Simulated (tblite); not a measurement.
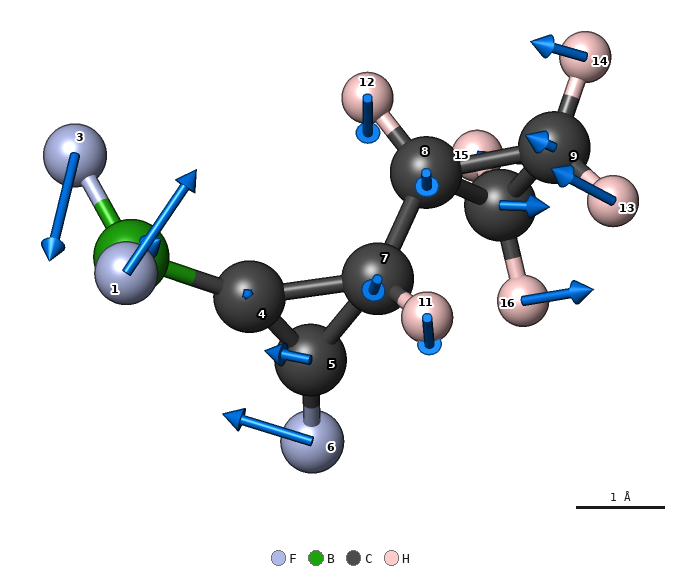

This is a relaxation of C6H6BF3. The starting structure is drawn; blue arrows show the displacements, at their true length. The two geometries are superimposed by the best rigid fit.

A ball-and-stick model, seen at a tilt.

Theory: GFN2-xTB geometry optimisation, gas phase (tblite 0.8.0). 

> What did the optimiser do to the structure, and how much energy did it gain?

The largest move after the best rigid fit is that of an F atom, 1.59 Å. Largest moves by element: F 1.59 Å, H 1.13 Å, C 0.61 Å, B 0.57 Å. Among the contacts that change: B–F 1.476 → 1.318 Å, B–F 1.450 → 1.320 Å, C–F 1.379 → 1.309 Å, C–C 1.486 → 1.549 Å. Among the angles between lasting bonds that change: F–B–C 114.3° → 122.7°, C–C–C 111.5° → 119.4°, H–C–H 120.6° → 113.7°. Groups turn about C–C by about 60°. Over 164 geometry steps the energy falls by 1.605 eV. Cost: 0.99 s on 1 thread of Arm Neoverse V2 (shared host).
